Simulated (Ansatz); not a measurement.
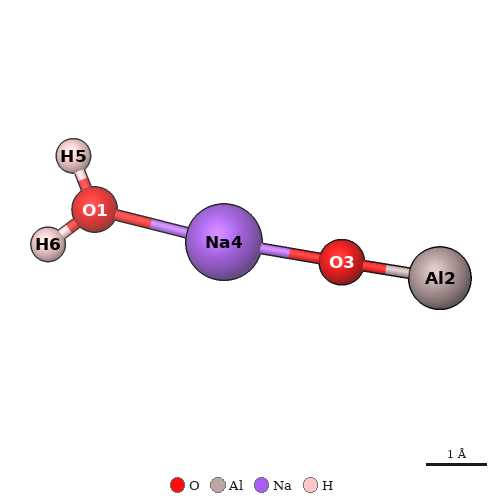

Orthographic view. Distant atoms are faded towards the background colour. The computed structure is the end point of a PBE-D4/def2-SVP optimisation. No frequency run is at hand to confirm it as a minimum.

Give the distance matrix in Å.

```
atom    O1   Al2    O3   Na4    H5    H6
  O1  0.00                              
 Al2  5.98  0.00                        
  O3  4.29  1.69  0.00                  
 Na4  2.27  3.72  2.03  0.00            
  H5  0.97  6.57  4.91  2.95  0.00      
  H6  0.97  6.67  4.99  2.98  1.54  0.00
```
